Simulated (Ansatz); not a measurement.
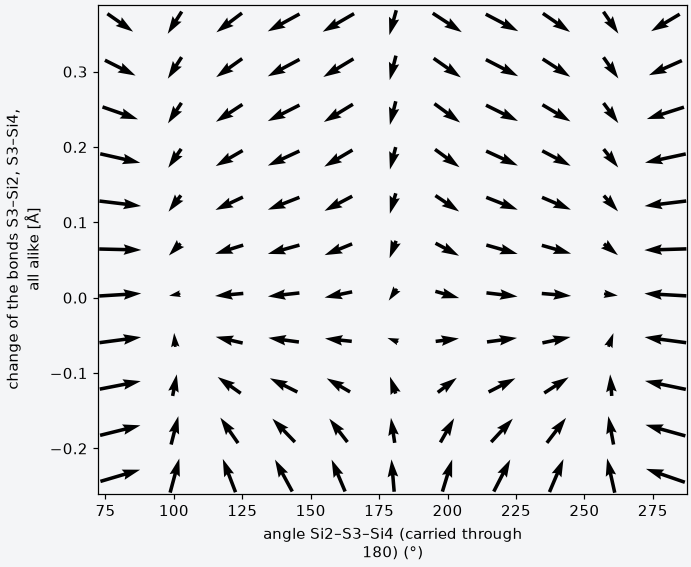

F3H3SSi2, SMILES F[SiH2]S[SiH](F)F. The first coordinate is: angle Si2–S3–Si4 (carried through 180); the second: change of the bonds S3–Si2, S3–Si4, all alike. Nothing is relaxed (all other coordinates rigid). The grid has 11 × 11 points. Points are written as (first, second). Level of theory: RKS PBE-D4/def2-SVP in Ansatz.

The picture shows arrows along the force (downhill), their lengths compressed.

**The arrows alone are given. Where are the wells?**

The arrows converge at about (100°, −0.003 Å); (259.7°, 0.004 Å) (0.10 eV up) (read from the interpolated surface).

The energy map of the same scan:

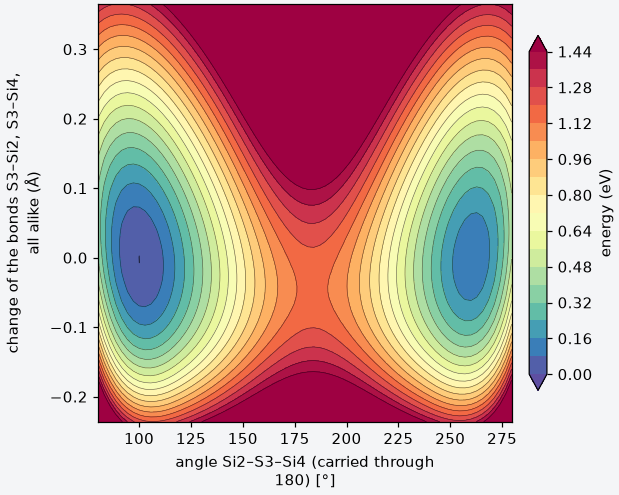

Energies are in eV, from the lowest grid point; between grid points the surface is interpolated.
